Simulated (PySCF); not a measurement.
CH2Br2, SMILES `BrCBr`.

PySCF calculation, PBE0/def2-TZVP, gas phase; geometry: GFN2-xTB. No frequency check shows the geometry to be a minimum. GFN2-xTB bond lengths at metals and heavier atoms can be off by up to 0.1 Å and shapes distorted, which carries into these values.

The calculation's input:

```python
import numpy as np
from pyscf import gto, scf, dft
from pyscf.scf import atom_ks, atom_hf
from scipy.linalg import block_diag

def solve(mol, dm0=None, hcore=None):
    mf = (dft.UKS if mol.spin else dft.RKS)(mol, xc='pbe0')
    mf.grids.level = 3
    mf = mf.density_fit(auxbasis='def2-universal-jkfit')
    mf.conv_tol, mf.max_cycle = 1e-8, 80
    if hcore is not None:
        mf.get_hcore = lambda *args: hcore
    mf.kernel(dm0)
    if not mf.converged:
        mf = mf.newton().run(mf.mo_coeff, mf.mo_occ, max_cycle=30)
    assert mf.converged, 'SCF not converged'
    return mf

mol = gto.M(atom='''
Br     1.61059     0.12639     0.00000
C      0.00004    -0.95351     0.00000
Br    -1.61060     0.12639     0.00000
H     -0.00009    -1.56302     0.90082
H      0.00009    -1.56302    -0.90082
''', basis='def2-tzvp', charge=0, spin=0, verbose=4)
mf = solve(mol)
mf.analyze()
# spherically averaged free atoms, for the promolecule
atm = atom_ks.get_atm_nrks(mol, xc='pbe0')
pro = block_diag(*[(atm[a[0]][2] * atm[a[0]][3]) @ atm[a[0]][2].T for a in mol._atom])
np.savez('result.npz', e=mf.e_tot, c=mf.mo_coeff, occ=mf.mo_occ, eps=mf.mo_energy, pro=pro, dip=mf.dip_moment(verbose=0), s2=mf.spin_square()[0])
```

Launched as:

```sh
OMP_NUM_THREADS=1 python input.py
```

The run took 14 s on 1 thread of Arm Neoverse V1, with other jobs on the host, peak memory 0.52 GiB.

Partitions, critical points and surface values were worked out afterwards from this run's density.

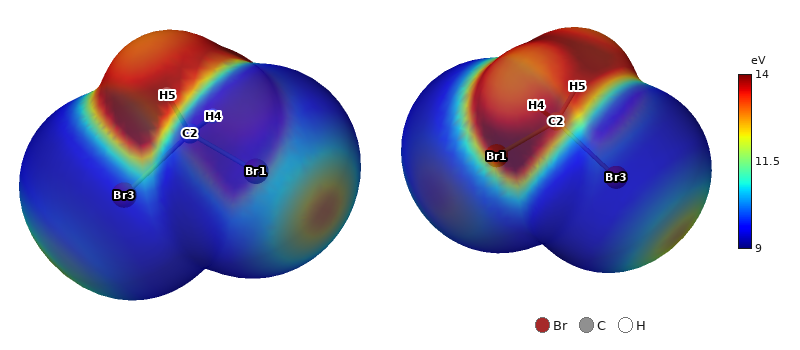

Average local ionisation energy on the surface of electron density 0.001 a.u. (back view left, front view right).

Question: Where are the most loosely bound electrons on this surface?

Answer: The lowest value is 9.2 eV, 2.3 Å from Br3, and at like points elsewhere. For comparison, the highest occupied orbital lies at −8.1 eV.
